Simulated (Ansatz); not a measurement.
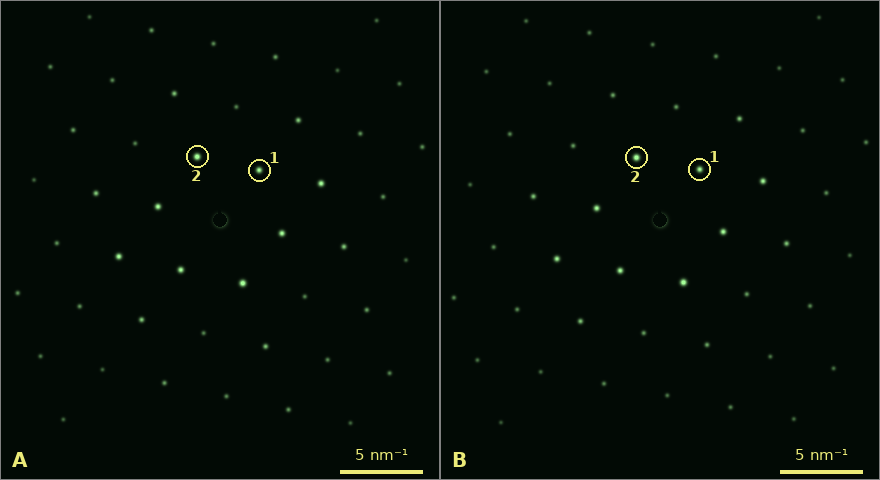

Kinematic electron diffraction patterns (300 kV, B = 0.5 Å², same scale) along [001] of the run's own cell, for the start and the end of one relaxation of B2As with DFT PBE, scalar-relativistic, plane waves, PAW in Ansatz 0.2.0. k mesh 18×18×18. The start is a generated model structure, and the relaxation ends in the nearest stationary point of its symmetry, not necessarily the ground state. Spot 1 is -1 0 0 and spot 2 is -1 -1 0 in both.

Start structure:

```
CELL_PARAMETERS angstrom
1.51533 0.87487 4.21850
-1.51533 0.87487 4.21850
0.00000 -1.74975 4.21850
ATOMIC_POSITIONS crystal
B 0.16905 0.16905 0.16905
B 0.49653 0.49653 0.49653
As 0.00112 0.00112 0.00112
```

Question: Which pattern belongs to the start structure, and which to the relaxed one?

Answer: A is the start: its cell gives d(1) = 2.570 Å, d(2) = 2.424 Å and an angle of 58.0°. B is the relaxed structure, with d(1) = 2.532 Å (-1.5 %), d(2) = 2.443 Å (+0.8 %) and 58.8°.

Question: Name reflections whose intensity changes strongly on relaxation.

Answer: 2 2 0 goes from 19 to 11 % of the strongest spot; 2 1 0 goes from 4.7 to 8.5 % of the strongest spot; 1 3 0 goes from 9.3 to 5.2 % of the strongest spot.

Question: What did the relaxation do to the structure and the energy?

Answer: The volume changed by +21.9 % to 13.63 Å³ an atom; with the mean shift removed, the atoms moved by up to 0.39 Å relative to the cell (As most); the space group stayed R3m (No. 160); the free energy fell by 39 meV an atom. Relaxed cell: a = 5.655 Å, b = 5.655 Å, c = 5.655 Å, α = 30.34°, β = 30.34°, γ = 30.34°.
